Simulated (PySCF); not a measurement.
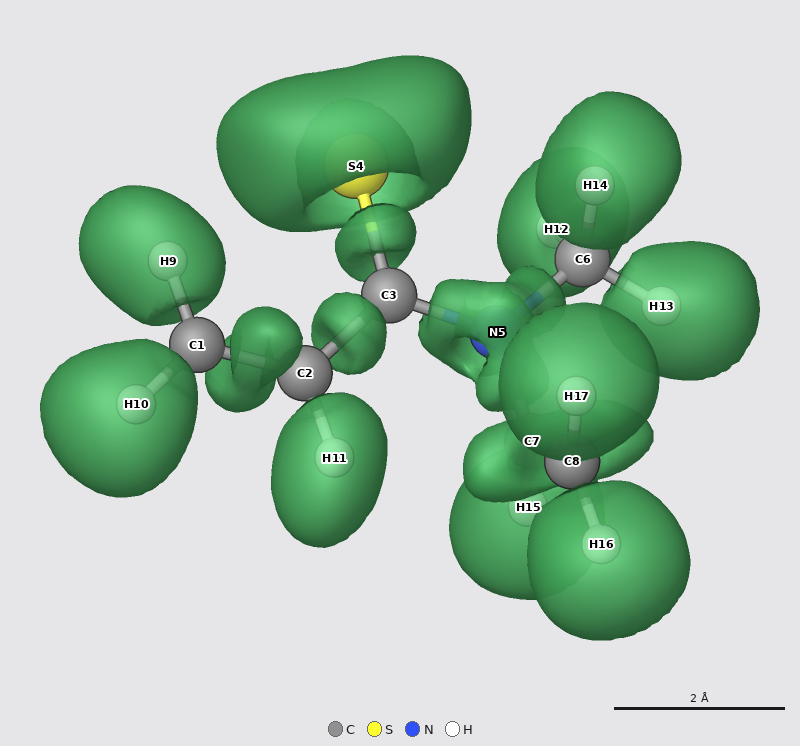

The picture shows: C6H9NS. Isosurface of the electron localisation function at 0.75 (green), seen at a tilt. Core shells and regions of very low density are left out.

Geometry: GFN2-xTB.

Method: PySCF 2.14.0, PBE0/pcSseg-1, SCF density, in a chloroform solvent model, non-relativistic.

| atom | x (Å) | y (Å) | z (Å) |
| --- | --- | --- | --- |
| C | 2.9356 | 0.1741 | -0.4337 |
| C | 1.6115 | 0.1837 | -0.5342 |
| C | 0.7364 | -0.5651 | 0.3569 |
| S | 1.3319 | -1.5635 | 1.5344 |
| N | -0.5936 | -0.4332 | 0.1918 |
| C | -1.4985 | -1.1870 | 1.0292 |
| C | -1.1857 | 0.4212 | -0.7732 |
| C | -1.5362 | 1.6649 | -0.5060 |
| H | 3.4245 | -0.4000 | 0.3359 |
| H | 3.5608 | 0.7313 | -1.1089 |
| H | 1.1192 | 0.7637 | -1.3048 |
| H | -1.2508 | -2.2500 | 0.9804 |
| H | -2.5189 | -1.0267 | 0.6888 |
| H | -1.4032 | -0.8718 | 2.0712 |
| H | -1.3685 | -0.0328 | -1.7430 |
| H | -2.0111 | 2.2858 | -1.2446 |
| H | -1.3532 | 2.1053 | 0.4597 |

Q: Where are the electrons localised?

A: The surface consists of three regions between bonded C–C atoms (shared pairs), one region between bonded C–S atoms (shared pairs), nine regions around hydrogen nuclei, one region on N in which the atom's valence shell and bonds are merged and one ring or bowl of non-bonding electrons around S.

Values along the shortest contacts:
C–C (1.32 Å): the ELF peaks at about 0.95 between the atoms; a short, multiple covalent bond. C–N (1.35 Å): the ELF peaks at about 0.90 between the atoms: localised, covalent bonding.
